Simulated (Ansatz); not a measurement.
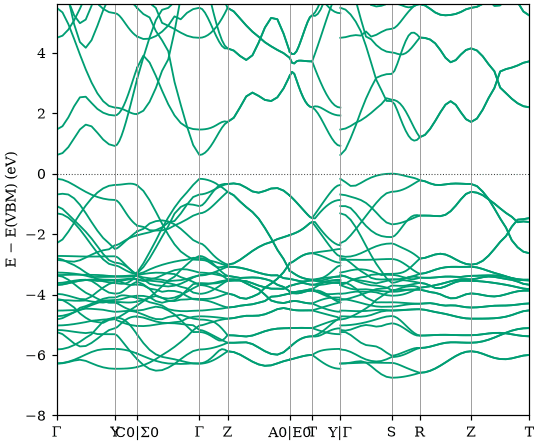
*Band structure from the program Ansatz at the LDA level (PAW)*

Problem. Read off the gap and where the band edges lie.

Solution. About 0.6 eV (0.62 eV by a search for the band edges); maximum at S, minimum at Γ.

The material is Ag2S in space group Cmcm (No. 63; Ag on 4c, Ag on 4b, S on 4c).

The first step of the workflow began from a Materials Project structure, measured or hypothetical; the Crystallography Open Database copy checked does not list it. COD files the formula under space group No. 4, 14, so this cell is another polymorph or a model. Whether it is the stable phase at ambient conditions was not checked. Symmetry was held in the LDA relaxation; phonons on a q-mesh show no instability. No spin polarisation was allowed. Spin–orbit coupling is left out wherever it is not named.

Potentials: the later of the program's two PAW sets.
